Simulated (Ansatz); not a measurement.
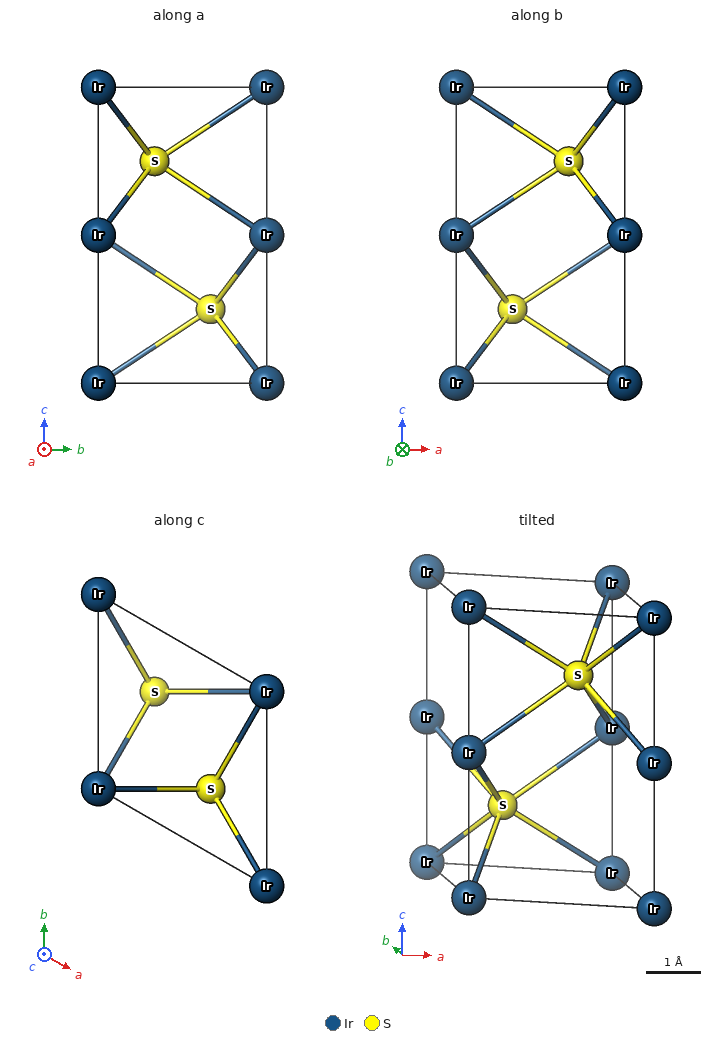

The image is a ball-and-stick drawing of a crystal, viewed along the a axis, along the b axis, along the c axis and slightly off an axis. The lines enclose the conventional unit cell; boundary atoms appear with their images.

Lattice parameters: a = 3.6007 Å, b = 3.6007 Å, c = 5.4827 Å, α = 90.000°, β = 90.000°, γ = 120.000°.

Question: From the views, write a CIF with its space group and independent sites.

Answer:
```cif
data_structure
_symmetry_space_group_name_H-M 'P 63/m m c'
_symmetry_Int_Tables_number 194
_cell_length_a 3.6007
_cell_length_b 3.6007
_cell_length_c 5.4827
_cell_angle_alpha 90.000
_cell_angle_beta 90.000
_cell_angle_gamma 120.000
_cell_volume 61.56
loop_
_atom_site_label
_atom_site_type_symbol
_atom_site_symmetry_multiplicity
_atom_site_Wyckoff_symbol
_atom_site_fract_x
_atom_site_fract_y
_atom_site_fract_z
_atom_site_occupancy
Ir1 Ir 2 a 0.0000 0.0000 0.0000 1
S1 S 2 c 0.3333 0.6667 0.2500 1
```

Its origin is a structure type filled with these elements by a generator (whether the compound takes this form wasn't checked). It was relaxed at fixed volume with DFT PBEsol, scalar-relativistic, plane waves, PAW in Ansatz 0.2.0.

At this level of theory the cell isn't at rest (stretched, at -7 GPa), so its distances can differ from those at equilibrium, the more so the softer the solid.
